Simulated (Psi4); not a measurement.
# SiH4S (sulfanylsilane): a chain of runs

Aim: a structure relaxation (CAM-B3LYP/6-31G*), then vibrational wavenumbers, then the energy (MP2-F12/cc-pVDZ-F12), then the excited states (TD-CAM-B3LYP/6-31G*) of SiH4S (sulfanylsilane). 

Program for the calculation: Psi4 1.11.

## 1. Starting point

The species is SiH4S (6 atoms), meant as a singlet with charge 0. As SMILES, `[SiH3]S`. All atoms were displaced at random from a relaxed shape. The run starts from this shape.

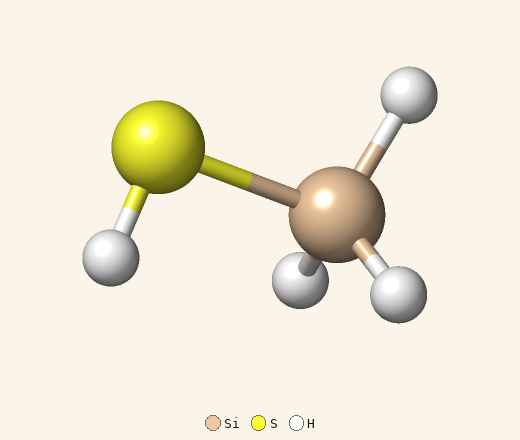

The structure, seen from a chosen angle (silicon light orange, sulfur yellow, hydrogen white).

## 2. A geometry optimisation at CAM-B3LYP/6-31G(d) (density fitting, Cartesian functions) (run 1)

Input file h4ssi.sdf:

```

     RDKit          3D

  6  5  0  0  0  0  0  0  0  0999 V2000
   -0.2311   -0.3036   -0.3878 Si  0  0  0  0  0  4  0  0  0  0  0  0
    0.9762    0.0530    1.3982 S   0  0  0  0  0  0  0  0  0  0  0  0
   -1.5185   -0.1359   -0.2020 H   0  0  0  0  0  0  0  0  0  0  0  0
    0.1720   -1.6840   -0.8521 H   0  0  0  0  0  0  0  0  0  0  0  0
    0.2599    0.6967   -1.4001 H   0  0  0  0  0  0  0  0  0  0  0  0
    0.5210    1.2315    1.6404 H   0  0  0  0  0  0  0  0  0  0  0  0
  2  1  1  0
  3  1  1  0
  4  1  1  0
  5  1  1  0
  6  2  1  0
M  END
$$$$
```

Input file h4ssi.py:

```python
import psi4
from rdkit import Chem

psi4.set_memory('1600 MB')
psi4.set_num_threads(1)
psi4.core.set_output_file('psi4.out', False)

rd = Chem.SDMolSupplier('h4ssi.sdf', removeHs=False, sanitize=False)[0]
xyz = rd.GetConformer().GetPositions()
atoms = '\n'.join(f'{a.GetSymbol()} {x:.4f} {y:.4f} {z:.4f}' for a, (x, y, z) in zip(rd.GetAtoms(), xyz))
m = psi4.geometry('0 1\n' + atoms + '\nsymmetry c1')

options = {'basis': '6-31G*', 'geom_maxiter': 60}
psi4.set_options(options)

e_tot = psi4.optimize('cam-b3lyp')
print(f'cam-b3lyp energy: {e_tot:.10f} Eh')
print(m.to_string(dtype='xyz', units='Angstrom'))
```

The run is started by

```bash
$ python h4ssi.py
```

psi4.out:

```text
[...]
  Running in c1 symmetry.
[...]
  Nuclear repulsion =   88.822572613841757
[...]
  Multiplicity = 1
[...]
  Nalpha       = 17
  Nbeta        = 17
[...]
    Number of basis functions: 46
[...]
   @DF-RKS iter   1:  -690.01751609186283   -3.06057e-01   5.07380e-03 DIIS/ADIIS
[...]
   @DF-RKS iter   6:  -690.07204728268687   -3.29692e-12   7.20971e-09 DIIS
[...]
    Orbital Energies [Eh]
    ---------------------
    Doubly Occupied:
       1A    -88.943986     2A    -66.226984     3A     -8.011564
       4A     -5.976655     5A     -5.973060     6A     -5.967470
       7A     -5.380673     8A     -3.740538     9A     -3.738591
      10A     -3.738351    11A     -0.819682    12A     -0.619657
      13A     -0.485553    14A     -0.432517    15A     -0.421952
      16A     -0.387223    17A     -0.318921
[...]
  @DF-RKS Final Energy:  -690.07204728268687
   => Energetics <=
    Nuclear Repulsion Energy =             88.8721235569222046
    One-Electron Energy =               -1130.3148959958343767
    Two-Electron Energy =                 387.8640897781454555
    DFT Exchange-Correlation Energy =     -36.4933646219200938
    Empirical Dispersion Energy =           0.0000000000000000
    VV10 Nonlocal Energy =                  0.0000000000000000
    Total Energy =                       -690.0720472826869809
[...]
 Multipole Moments:
 ------------------------------------------------------------------------------------
     Multipole            Electronic (a.u.)      Nuclear  (a.u.)        Total (a.u.)
 ------------------------------------------------------------------------------------
 L = 1.  Multiply by 2.5417464519 to convert [e a0] to [Debye]
 Dipole X            :          1.7233023           -2.0961595           -0.3728572
 Dipole Y            :         -0.2603595            0.5789068            0.3185474
 Dipole Z            :          2.3686424           -2.7045847           -0.3359422
 Magnitude           :                                                    0.5944342
[...]
  -Total Gradient:
     Atom            X                  Y                   Z
    ------   -----------------  -----------------  -----------------
       1       -0.000071013822     0.000004933575     0.000016162744
       2       -0.000011435691     0.000020506108     0.000014623549
       3        0.000066797851     0.000006717314     0.000003218669
       4        0.000012007472     0.000004797453    -0.000011900235
       5       -0.000000574652    -0.000009232432    -0.000013196929
       6        0.000002184297    -0.000016505024    -0.000004389677
[...]
    Final optimized geometry and variables:
    Molecular point group: c1
    Full point group: C1
    Geometry (in Angstrom), charge = 0, multiplicity = 1:
    SI          -0.551350923214    -0.162427378196    -0.922685632986
    S            0.553024660791     0.122655136400     0.898450727506
    H           -2.011535119308    -0.036203341371    -0.700854505434
    H           -0.221826064521    -1.537480989985    -1.356707253862
    H           -0.145378129946     0.809348836646    -1.966094550798
    H            0.140017839020     1.382180910528     1.134838961057
[...]
```

Standard output:

```text
Some dependencies such as QCElemental have not yet finished migration to pydantic v2. If issues are encountered please downgrade pydantic or upgrade QCElemental as appropriate
	Previous geometry is closer to target in internal coordinates, so using that one.

	Best geometry has RMS(Delta(q)) = 7.56e-09

Optimizer: Optimization complete!
cam-b3lyp energy: -690.0720472827 Eh
6
0 1 H4SSi
Si                   -0.551350923214    -0.162427378196    -0.922685632986
S                     0.553024660791     0.122655136400     0.898450727506
H                    -2.011535119308    -0.036203341371    -0.700854505434
H                    -0.221826064521    -1.537480989985    -1.356707253862
H                    -0.145378129946     0.809348836646    -1.966094550798
H                     0.140017839020     1.382180910528     1.134838961057
```

It took 25 s on 1 thread of Intel Xeon Platinum 8375C at 2.90GHz (Ice Lake), shared host; peak memory 0.44 GiB.

Steps, from the record of the run:

| step | energy from the first frame kept (eV) | largest force (eV/Å) |
| --- | --- | --- |
| 0 | 0.0000 | 5.7232 |
| 1 | -0.4541 | 0.8020 |
| 2 | -0.4667 | 0.2095 |
| 3 | -0.4675 | 0.0477 |
| 4 | -0.4676 | 0.0120 |
| 5 | -0.4676 | 0.0038 |

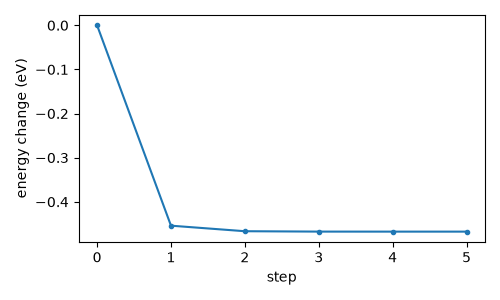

Energy along the run.

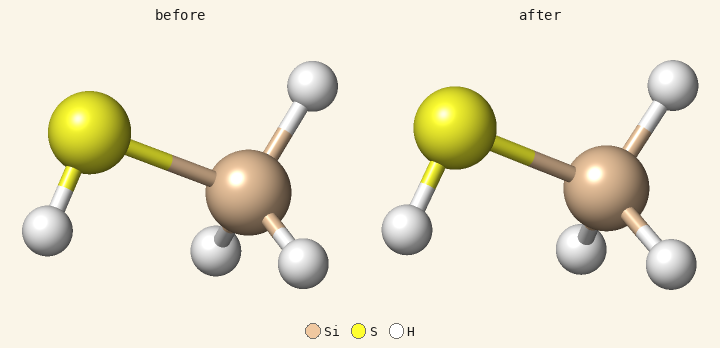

Before and after, at one scale.

After the run. Bond lengths: Si1–S2 2.149 Å, Si1–H3 1.482 Å, Si1–H4 1.479 Å, Si1–H5 1.483 Å, S2–H6 1.346 Å. Angles: Si1–S2–H6 96.6°, S2–Si1–H3 111.6°, S2–Si1–H4 104.9°, S2–Si1–H5 111.6°, H3–Si1–H4 110.0°, H3–Si1–H5 108.6°, H4–Si1–H5 110.0°.

## 3. The harmonic vibrations at CAM-B3LYP/6-31G(d) (density fitting, Cartesian functions) (run 2)

Input file job.in:

```
memory 1600 MB

molecule mol {
  0 1
  Si
  S 1 r2
  H 1 r3 2 a3
  H 1 r4 3 a4 2 d4
  H 1 r5 4 a5 3 d5
  H 2 r6 1 a6 4 d6

  r2 = 2.148827
  r3 = 1.482322
  a3 = 111.601
  r4 = 1.479098
  a4 = 110.03148
  d4 = 116.051
  r5 = 1.48252
  a5 = 109.98956
  d5 = -119.61876
  r6 = 1.346424
  a6 = 96.61816
  d6 = -179.9339
}

set globals {
  basis                      6-31G*
  reference                  rks
  t                          400.0
  rotational_symmetry_number 1
}

E = frequency('cam-b3lyp')
```

The run is started by

```bash
$ psi4 -i job.in -o job.out -n 1
```

job.out, shortened:

```text
[...]
  Running in c1 symmetry.
[...]
  Nuclear repulsion =   88.872115185300729
[...]
  Multiplicity = 1
[...]
  Nalpha       = 17
  Nbeta        = 17
[...]
    Number of basis functions: 46
[...]
   @DF-RKS iter   1:  -690.03331403564755   -3.57298e-01   5.10843e-03 DIIS/ADIIS
[...]
   @DF-RKS iter  10:  -690.07204699322051   -1.13687e-12   3.96919e-09 DIIS
[...]
  @DF-RKS Final Energy:  -690.07204699322051
   => Energetics <=
    Nuclear Repulsion Energy =             88.8789675449163781
    One-Electron Energy =               -1130.3292003261387890
    Two-Electron Energy =                 387.8717589632317413
    DFT Exchange-Correlation Energy =     -36.4935731752297627
    Empirical Dispersion Energy =           0.0000000000000000
    VV10 Nonlocal Energy =                  0.0000000000000000
    Total Energy =                       -690.0720469932205106
[...]
 Multipole Moments:
[...]
  -Total Gradient:
     Atom            X                  Y                   Z
    ------   -----------------  -----------------  -----------------
       1        0.000224484464     0.000002840948    -0.000177725180
       2        0.000089507225     0.000023455077     0.000054480611
       3       -0.000003739083    -0.000047890118     0.000050323051
       4       -0.000002051006    -0.000010039591     0.000028504644
       5       -0.000184680947     0.000094415677     0.000138787241
       6       -0.000113509907    -0.000057209179    -0.000090135358
[...]
  ==> Harmonic Vibrational Analysis <==
[...]
  Freq [cm^-1]                 197.6483            520.3482            557.1814
[...]
  IR activ [km/mol]            19.8630             32.5061             35.0293
[...]
  Freq [cm^-1]                 641.7765            847.0379            947.4730
[...]
  IR activ [km/mol]            27.0893              5.8303             60.7307
[...]
  Freq [cm^-1]                 951.0847            985.6021           2288.3317
[...]
  IR activ [km/mol]            255.5772            135.3285            98.3341
[...]
  Freq [cm^-1]                2293.1964           2317.4963           2732.2775
[...]
  IR activ [km/mol]            152.8409            116.6845             6.8403
[...]
  Total E_0, Enthalpy at 0 [K]                                                         -690.03723817 [Eh]
[...]
  Total H, Enthalpy at  400.00 [K]                                                     -690.02952360 [Eh]
[...]
```

On the terminal:

```text
Warning: used thermodynamics relations inappropriate for low-frequency modes: ['197.6483' '520.3482' '557.1814']
```

Wall time 2.1 min (1 thread of Intel Xeon Platinum 8375C at 2.90GHz (Ice Lake), shared host); peak memory 0.4 GiB.

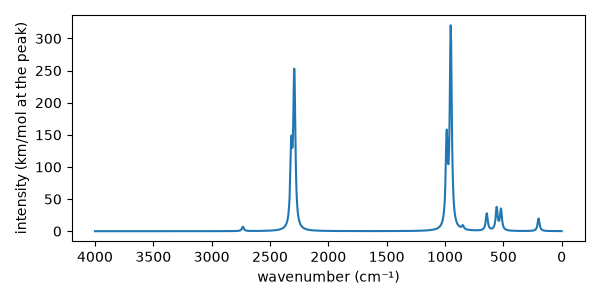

Harmonic infrared spectrum, unscaled, lines broadened by 10 cm⁻¹.

## 4. The energy at MP2-F12/cc-pVDZ-F12 (density fitting, density fitting for correlation) (run 3)

Input file job.py:

```python
import psi4

psi4.set_memory('1600 MB')
psi4.set_num_threads(1)
psi4.core.set_output_file('output.dat', False)

molecule = psi4.geometry("""
0 1
Si    -0.32784859    -0.50454365    -0.76793745
S      1.75911770     0.03418515     2.67351271
H     -3.08719644    -0.26601486    -0.34873762
H      0.29486342    -3.10301722    -1.58811828
H      0.43932920     1.33184685    -2.73969470
H      0.97864948     2.41434244     3.12022129
units bohr
""")

psi4.set_options({
    'basis': 'cc-pVDZ-F12',
    'reference': 'rhf',
    'freeze_core': True,
})

E, wfn = psi4.energy("mp2-f12", return_wfn=True)
print(f'mp2-f12 energy: {E:.10f} Eh')
```

The run is started by

```bash
$ python job.py
```

output.dat:

```text
[...]
  Running in c1 symmetry.
[...]
  Nuclear repulsion =   88.872123839711932
[...]
  Multiplicity = 1
[...]
  Nalpha       = 17
  Nbeta        = 17
[...]
    Number of basis functions: 114
[...]
   @DF-RHF iter   1:  -688.80516389292836   -4.42084e-01   2.37131e-03 ADIIS/DIIS
[...]
   @DF-RHF iter  11:  -688.84977473294316   -3.63798e-12   3.85743e-09 DIIS
[...]
    Orbital Energies [Eh]
    ---------------------
    Doubly Occupied:
       1A    -91.954365     2A    -68.803260     3A     -8.957660
       4A     -6.639086     5A     -6.638275     6A     -6.636494
       7A     -6.149187     8A     -4.255654     9A     -4.254988
      10A     -4.254695    11A     -0.971817    12A     -0.717998
      13A     -0.559510    14A     -0.504749    15A     -0.491189
      16A     -0.451019    17A     -0.378609
[...]
  @DF-RHF Final Energy:  -688.84977473294316
   => Energetics <=
    Nuclear Repulsion Energy =             88.8721238397119322
    One-Electron Energy =               -1130.2066875453178909
    Two-Electron Energy =                 352.4847889726628409
    Total Energy =                       -688.8497747329430467
[...]
 Multipole Moments:
 ------------------------------------------------------------------------------------
     Multipole            Electronic (a.u.)      Nuclear  (a.u.)        Total (a.u.)
 ------------------------------------------------------------------------------------
 L = 1.  Multiply by 2.5417464519 to convert [e a0] to [Debye]
 Dipole X            :          1.8018075           -2.0961577           -0.2943502
 Dipole Y            :         -0.3159807            0.5789060            0.2629253
 Dipole Z            :          2.4470965           -2.7045852           -0.2574887
 Magnitude           :                                                    0.4712453
[...]
```

On the terminal:

```text
mp2-f12 energy: -689.2076119100 Eh
```

Run time: 44 s. Hardware: 1 thread of Intel Xeon Platinum 8375C at 2.90GHz (Ice Lake), shared host; peak memory 2.2 GiB.

## 5. The excited states at TD-CAM-B3LYP/6-31G(d) (density fitting, Cartesian functions, save jk yes) (run 4)

Input file calc.in:

```
memory 1.6 GB

molecule {
  0 1
  Si    -0.173490    -0.266993    -0.406375
  S      0.930885     0.018090     1.414762
  H     -1.633674    -0.140769    -0.184544
  H      0.156035    -1.642046    -0.840396
  H      0.232483     0.704783    -1.449784
  H      0.517879     1.277615     1.651150
}

set globals {
  basis 6-31G*
  save_jk true
}

from psi4.driver.procrouting.response.scf_response import tdscf_excitations
result, w = energy("cam-b3lyp", return_wfn=True)
states = tdscf_excitations(w, states=6, tda=False)
print_variables()
```

The run is started by

```bash
$ psi4 -i calc.in -o calc.out -n 1
```

calc.out, shortened:

```text
[...]
  Running in c1 symmetry.
[...]
  Nuclear repulsion =   88.872123741434024
[...]
  Multiplicity = 1
[...]
  Nalpha       = 17
  Nbeta        = 17
[...]
    Number of basis functions: 46
[...]
   @DF-RKS iter   1:  -690.03331398874695   -3.57297e-01   5.10843e-03 ADIIS/DIIS
[...]
   @DF-RKS iter   7:  -690.07204726819327   -1.43847e-08   3.70092e-07 DIIS
[...]
  @DF-RKS Final Energy:  -690.07204726819327
   => Energetics <=
    Nuclear Repulsion Energy =             88.8721237414340237
    One-Electron Energy =               -1130.3149744787322106
    Two-Electron Energy =                 387.8641712863115458
    DFT Exchange-Correlation Energy =     -36.4933678172066323
    Empirical Dispersion Energy =           0.0000000000000000
    VV10 Nonlocal Energy =                  0.0000000000000000
    Total Energy =                       -690.0720472681931597
[...]
 Multipole Moments:
 ------------------------------------------------------------------------------------
     Multipole            Electronic (a.u.)      Nuclear  (a.u.)        Total (a.u.)
 ------------------------------------------------------------------------------------
 L = 1.  Multiply by 2.5417464519 to convert [e a0] to [Debye]
 Dipole X            :          1.7233082           -2.0961577           -0.3728495
 Dipole Y            :         -0.2603652            0.5789060            0.3185408
 Dipole Z            :          2.3686492           -2.7045851           -0.3359359
 Magnitude           :                                                    0.5944224
[...]
**********                               WARNING                                **********
**********       The names of excited state variables changed between 1.5       **********
[...]
**********                               WARNING                                **********
**********  Length-gauge rotatory strengths are **NOT** gauge-origin invariant  **********
[...]
                                    Excitation Energy         Total Energy        Oscillator Strength             Rotatory Strength
[...]
Excited State    1 (1 A):   0.23150 au   196.82 nm f = 0.0165
[...]
Excited State    3 (1 A):   0.29353 au   155.22 nm f = 0.0004
[...]
Excited State    4 (1 A):   0.30285 au   150.45 nm f = 0.0402
[...]
Excited State    5 (1 A):   0.31622 au   144.09 nm f = 0.0860
[...]
Excited State    6 (1 A):   0.32630 au   139.64 nm f = 0.0053
[...]
```

It took 14 s on 1 thread of Intel Xeon Platinum 8375C at 2.90GHz (Ice Lake), shared host; peak memory 0.39 GiB.

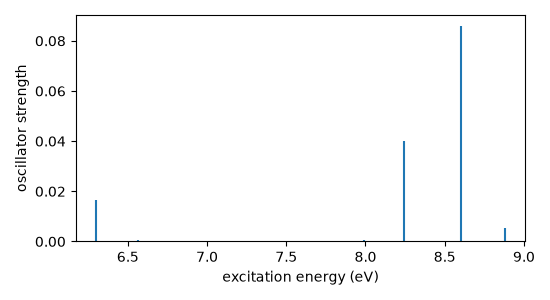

Vertical excitations as sticks.

The roots found:

| excited state | energy (eV) | strength | label |
| --- | --- | --- | --- |
| 1 | 6.299 | 0.0165 | A 1 |
| 2 | 6.564 | 0.0005 | A 1 |
| 3 | 7.987 | 0.0004 | A 1 |
| 4 | 8.241 | 0.0402 | A 1 |
| 5 | 8.605 | 0.0860 | A 1 |
| 6 | 8.879 | 0.0053 | A 1 |

## 6. Outcome

| quantity | value |
| --- | --- |
| run 1, CAM-B3LYP/6-31G*: total energy at the end | -690.07205 Eh |
| run 1, CAM-B3LYP/6-31G*: dipole moment | 1.51 D |
| run 1, CAM-B3LYP/6-31G*: HOMO energy | -8.68 eV |
| run 1, CAM-B3LYP/6-31G*: LUMO energy | 1.19 eV |
| run 1, CAM-B3LYP/6-31G*: HOMO–LUMO gap | 9.87 eV |
| run 2, CAM-B3LYP/6-31G*: lowest harmonic wavenumber | 198 cm⁻¹ |
| run 2, CAM-B3LYP/6-31G*: highest harmonic wavenumber | 2732 cm⁻¹ |
| run 2, CAM-B3LYP/6-31G*: zero-point energy | 91.4 kJ/mol |
| run 2, CAM-B3LYP/6-31G*: ideal-gas entropy at 400 K (symmetry number 1 as used) | 69.7 cal/(mol K) |
| run 3, MP2-F12/cc-pVDZ-F12: total energy | -689.20761 Eh |
| run 3, MP2-F12/cc-pVDZ-F12: HOMO energy (Hartree–Fock orbitals) | -10.30 eV |
| run 3, MP2-F12/cc-pVDZ-F12: LUMO energy (Hartree–Fock orbitals) | 1.25 eV |
| run 3, MP2-F12/cc-pVDZ-F12: HOMO–LUMO gap (Hartree–Fock orbitals) | 11.55 eV |
| run 3, MP2-F12/cc-pVDZ-F12: correlation energy (10 core orbitals frozen) | -351.1 mEh |
| run 4, TD-CAM-B3LYP/6-31G*: ground-state or mean-field energy | -690.07205 Eh |
| run 4, TD-CAM-B3LYP/6-31G*: dipole moment (CAM-B3LYP Kohn–Sham density) | 1.51 D |
| run 4, TD-CAM-B3LYP/6-31G*: HOMO energy (CAM-B3LYP Kohn–Sham orbitals) | -8.68 eV |
| run 4, TD-CAM-B3LYP/6-31G*: LUMO energy (CAM-B3LYP Kohn–Sham orbitals) | 1.19 eV |
| run 4, TD-CAM-B3LYP/6-31G*: HOMO–LUMO gap (CAM-B3LYP Kohn–Sham orbitals) | 9.87 eV |
| run 4, TD-CAM-B3LYP/6-31G*: lowest excitation energy | 6.30 eV |

**Reading.** The optimisation (run 1, CAM-B3LYP/6-31G*) took 6 steps and changed the energy by -0.468 eV. All 12 modes (run 2, CAM-B3LYP/6-31G*) are real, so the shape is a minimum at this level. The brightest of the 6 transitions from the ground state lies at 8.60 eV (144 nm, f = 0.086); the lowest, at 6.30 eV, has f = 0.017. The basis has no diffuse functions, so Rydberg states are missing or pushed up, and the true lowest state may lie lower. Roots above 8.7 eV lie over the negative of the HOMO energy, where those of Rydberg kind are poorly described; valence roots are less touched.
